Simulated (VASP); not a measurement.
Band structure of TaSi2 (relaxed from the MoSi2 structure, space group I4/mmm). All values below come from PBEsol GGA, VASP's PBE PAW potentials (set 64) (plane waves; VASP).

Unless said otherwise, spin-orbit coupling is left out, though it shifts the bands of the heavy elements here.

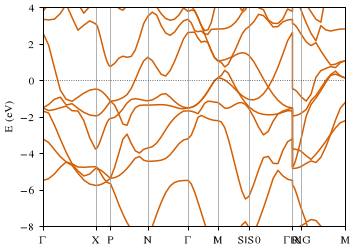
Figure. Bands along high-symmetry lines, zero at the valence-band maximum or, without a gap, the Fermi level

Q: Read the plot: is there a gap, and where are the band edges?

A: It has no gap at this level: it comes out as a metal or semimetal. (Edges off the drawn lines would not show.)

The structure was generated: TaSi2 was put into the MoSi2 type (I4/mmm), which need not be its known phase. It was relaxed first. The electron count is odd and the run is not spin-polarised, which forces a metal.
